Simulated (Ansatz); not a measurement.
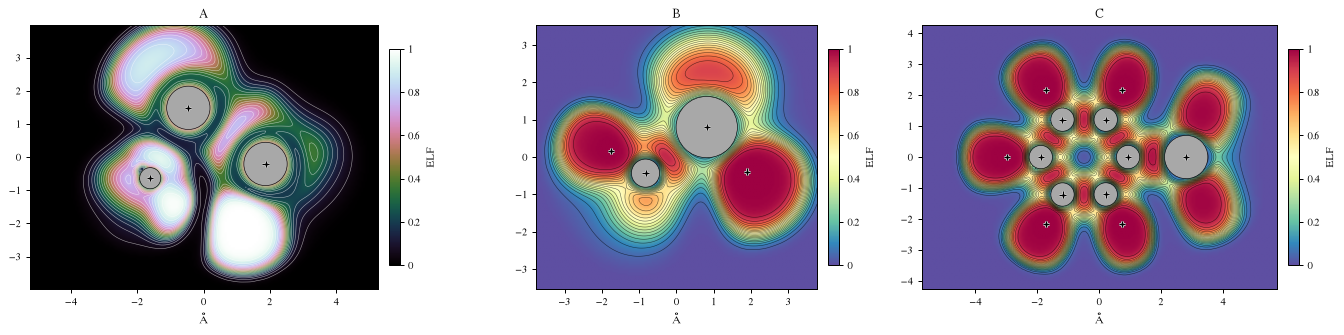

The electron localisation function of 3 systems, each on a plane through atoms (crosses mark nuclei in the plane; grey discs cover the cores).

These are results of isolated molecule in a Gaussian basis; Kohn-Sham density functional theory, functional PBE0 in Ansatz 0.2.0, not measurements.

System 1: C$_{6}$H$_{9}$PSi, the plane of atoms C4, C3 and H14. Geometry: B3LYP-D3(BJ)/def2-SVP.

```xyz
17

C     0.9024   -0.0525    0.3375
C     0.5047   -0.5791   -0.9051
C     0.9909   -1.8096   -1.3530
C     1.8861   -2.5370   -0.5632
C     2.2934   -2.0286    0.6737
C     1.8050   -0.7977    1.1182
P    -1.7268    1.3131    2.1792
Si    0.1913    1.5672    0.9688
H    -1.1854    0.2477    2.9650
H    -2.3094    0.4247    1.2216
H    -0.1369    2.4581   -0.1819
H     1.1797    2.2416    1.8597
H    -0.1930   -0.0200   -1.5358
H     0.6728   -2.2015   -2.3224
H     2.2680   -3.4994   -0.9126
H     2.9960   -2.5923    1.2927
H     2.1354   -0.4116    2.0872
```

System 2: CH$_{4}$GeLi (charge −1), the plane of atoms C1, Ge2 and H4. Geometry: r2SCAN-D4/def2-SVPD; the highest occupied orbital lies above zero, a sign that basis and functional describe the outermost electron poorly.

```tsv
atom	x (Å)	y (Å)	z (Å)
C	0.0867	-0.7997	-0.8676
Ge	-0.1457	-1.1258	1.1455
Li	-2.5035	-2.2058	1.6043
H	0.7061	-2.4906	1.1740
H	-0.1613	-1.6713	-1.4929
H	-0.5402	0.0454	-1.1971
H	1.1397	-0.5333	-1.0717
```

System 3: H$_{7}$NSn$_{2}$ (SMILES [NH3+][SnH-][SnH3]), the plane of atoms N1, Sn2 and Sn3. Geometry: PBE0-D3(BJ)/def2-SVP; core potentials replace the inner electrons of Sn.

```yaml
atoms:
  - { symbol: N, position_ang: [-0.0914, -0.5106, 1.0638] }
  - { symbol: Sn, position_ang: [-1.6633, -1.1861, -0.6388] }
  - { symbol: Sn, position_ang: [-2.1563, 1.6453, -0.7709] }
  - { symbol: H, position_ang: [-0.1536, -1.1142, 1.8833] }
  - { symbol: H, position_ang: [0.8768, -0.5160, 0.7444] }
  - { symbol: H, position_ang: [-0.3187, 0.4440, 1.3548] }
  - { symbol: H, position_ang: [-2.8170, -1.2342, 0.7228] }
  - { symbol: H, position_ang: [-1.3212, 2.2992, 0.6253] }
  - { symbol: H, position_ang: [-3.7697, 2.2348, -0.6220] }
  - { symbol: H, position_ang: [-1.4716, 2.5297, -2.0886] }
```

Q: Match each panel to its system.

A: Panel A is system 3, H$_{7}$NSn$_{2}$: the plane holds N and Sn. Sn–N (2.41 Å): the ELF peaks at about 0.95 in the valence shell of N, 0.7 Å from its nucleus, and drops to about 0.10 between the two atoms. Panel B is system 2, CH$_{4}$GeLi: the plane holds C, Ge and H. C–Ge (2.05 Å): the ELF peaks at about 0.95 in the valence shell of C, 0.6 Å from its nucleus, and is about 0.70 at the midpoint. Panel C is system 1, C$_{6}$H$_{9}$PSi: the plane holds C, Si and H. C–C (1.40 Å): the ELF peaks at about 0.95 between the atoms, as expected for localised, covalent bonding.
